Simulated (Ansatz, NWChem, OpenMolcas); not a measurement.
Computed against measured: dipole moment

6 molecules with halogens; the dipole moment in D, computed less measured. Shapes, held fixed at every level: PBE0-D4/def2-TZVP. No vibrational averaging. Dipoles are compared by magnitude; molecules under 1 D, whose direction can flip, are left out. Programs: Ansatz 0.2.0, NWChem 7.3.0, OpenMolcas 26.06. A level may come from different programs for different species; with the same settings they agree closely. Measured values: NIST CCCBDB.

Levels: A = r2SCAN-D4/def2-TZVPP; B = B3LYP/6-31G* (spherical functions); C = PBE0/def2-SVP; D = wB97M-V/def2-TZVPP.

```
                      molecule  measured      A      B      C      D
                 HF (SMILES F)      1.82  +0.02  +0.03  +0.04  +0.02
          CH3Br (bromomethane)      1.81  +0.14  +0.20  +0.02  +0.08
       C2H2F2 (SMILES C=C(F)F)      1.38  -0.34  -0.43  -0.31  -0.24
C2H3F3 (1,1,1-trifluoroethane)      2.32  -0.09  -0.31  -0.11  -0.04
          C2H5Br (bromoethane)      2.03  +0.18  +0.21  +0.01  +0.10
            C2H5F (SMILES CCF)      1.96  -0.13  -0.26  -0.12  -0.09
```

Problem. Which level does best on this set, which worst, and which err to one side?

Solution. 
```csv
level,kind,mean error,mean absolute error,worst case
r2SCAN-D4/def2-TZVPP,meta-GGA,-0.037,0.150,C2H2F2
B3LYP/6-31G* (spherical functions),global hybrid,-0.093,0.240,C2H2F2
PBE0/def2-SVP,global hybrid,-0.078,0.102,C2H2F2
wB97M-V/def2-TZVPP,range-separated hybrid,-0.028,0.095,C2H2F2
```

On this set wB97M-V/def2-TZVPP has the smallest mean absolute error and B3LYP/6-31G* (spherical functions) the largest. No level errs clearly to one side. The levels differ in basis as well as in method. The smallest two are near a tie. Relativity is left out for Br. The set is small.

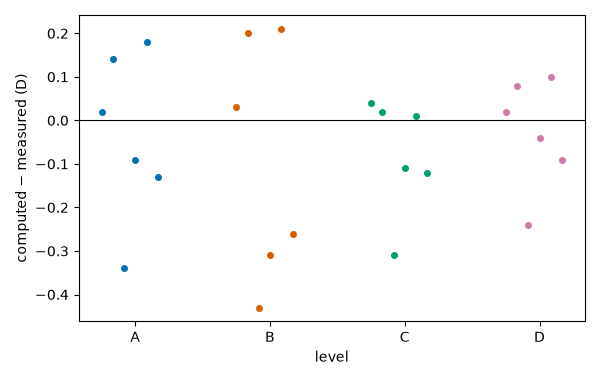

Errors of each level, one point a molecule.
